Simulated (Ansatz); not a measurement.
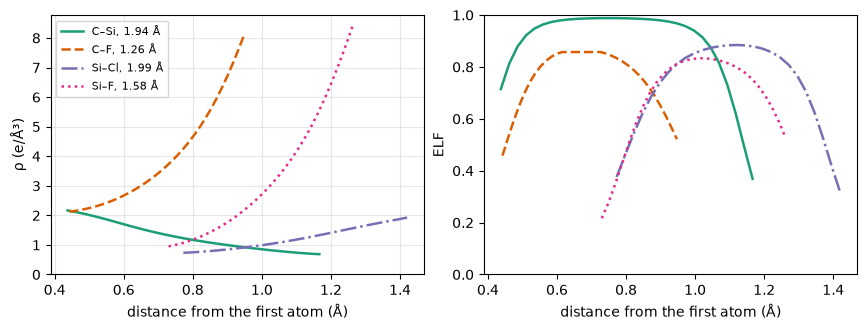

Figure 1: CHCl₂F₂Si (SMILES F[CH+][Si](F)(Cl)Cl) (charge +1). Electron density and ELF along straight lines between neighbouring atoms. The curves leave out the atomic cores.

Geometry: B3LYP/6-31G*.

Computed with Ansatz, isolated molecule in a Gaussian basis; Kohn-Sham density functional theory, functional PBE0.

```yaml
atoms:
  - { symbol: C, position_ang: [-1.8841, 1.5566, -2.0205] }
  - { symbol: Cl, position_ang: [-1.5570, 1.1123, 0.8038] }
  - { symbol: Cl, position_ang: [-4.0671, -0.4859, -0.9230] }
  - { symbol: F, position_ang: [-0.8704, 1.6133, -2.7716] }
  - { symbol: F, position_ang: [-1.1221, -1.0501, -1.2610] }
  - { symbol: Si, position_ang: [-2.1520, 0.0578, -0.8119] }
  - { symbol: H, position_ang: [-2.4930, 2.4716, -2.0635] }
```

Q: What can be read from the curves?

A: C–Si (1.94 Å): ρ at the midpoint is about 0.89 e/Å³; the ELF peaks at about 1 between the atoms: a shared electron pair.
C–F (1.26 Å): ρ at the midpoint is about 2.9 e/Å³; the ELF peaks at about 0.85 between the atoms: a polar covalent bond.
Si–Cl (1.99 Å): ρ at the midpoint is about 0.99 e/Å³; the ELF peaks at about 0.90 between the atoms; a shared but strongly polarised pair.
Si–F (1.58 Å): ρ is about 1.1 e/Å³ halfway; the ELF peaks at about 0.85 in the valence shell of F, 0.6 Å from its nucleus, and is about 0.45 at the midpoint.
